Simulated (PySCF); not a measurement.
BF (charge −1, doublet)

```yaml
atoms:
  - { symbol: B, position_ang: [0.0000, 0.0000, -0.8433] }
  - { symbol: F, position_ang: [0.0000, 0.0000, 0.4887] }
```

Theory: PBE0/aug-pcseg-1, non-relativistic, at a bond length of 1.332 Å in PySCF 2.14.0.

### What will maps of the electron density, electron localisation function and spin density show?

B–F (1.33 Å): ρ is about 2.1 e/Å³ halfway; the ELF peaks at about 0.85 between the atoms (a polar covalent bond).
The unpaired spin (1 electron) lies mostly on B1 (about 0.9) and F2 (about 0.1), in electrons by Hirshfeld's partition.

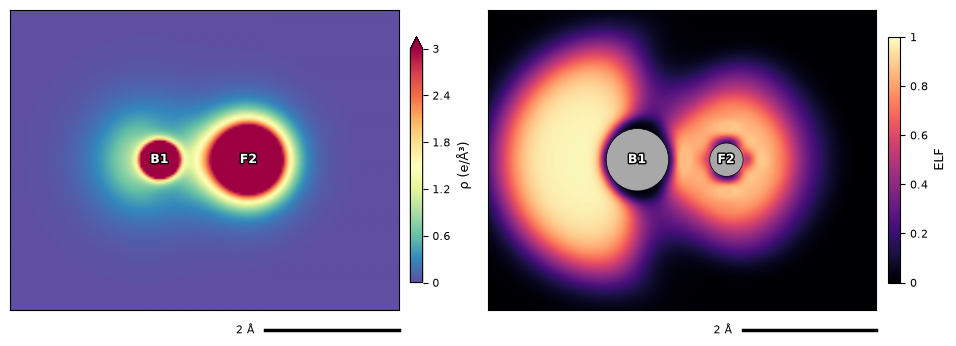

Computed electron density and electron localisation function on a plane that holds the molecular axis, in this order. Grey discs cover the atomic cores in the ELF map. 
